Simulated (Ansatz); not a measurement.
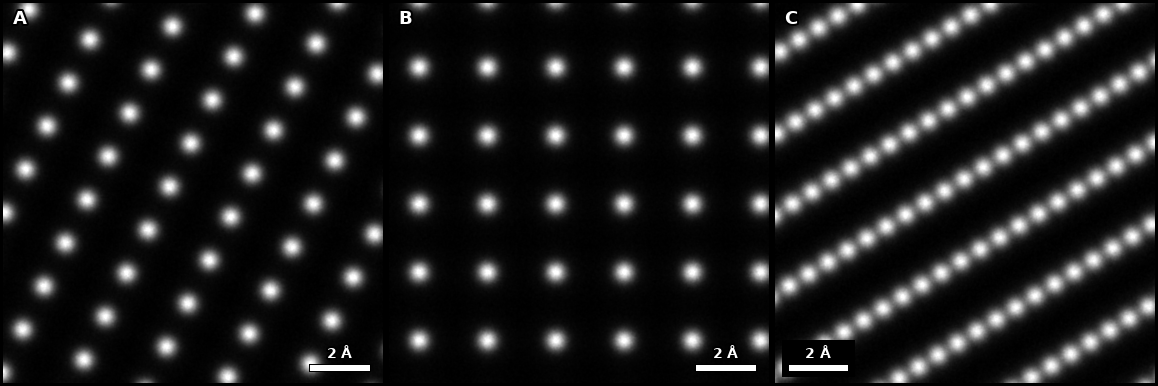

Three views of Ta (Im-3m, No. 229) along different zone axes. The image is simulated as a sum over atoms of Z^1.8, blurred by a 0.51 Å probe (no channelling). The probe carries 25 % of its weight in a tail 2.5 times as wide. Shot noise was added. Model: a calculation's starting geometry.

```xyz
2
Lattice="3.3043 0.0000 0.0000 0.0000 3.3043 0.0000 0.0000 0.0000 3.3043" Properties=species:S:1:pos:R:3 pbc="T T T"
Ta    0.0000    0.0000    0.0000
Ta    1.6522    1.6522    1.6522
```

Q: Match the panels to the zone axes [001], [110] and [221].

A is [110]: projected cell 1.65 × 2.34 Å, 90°, plane group p2mm. B is [001]: projected cell 2.34 × 2.34 Å, 90°, plane group p4mm. C is [221]: projected cell 0.78 × 2.34 Å, 90°, plane group p2mm.
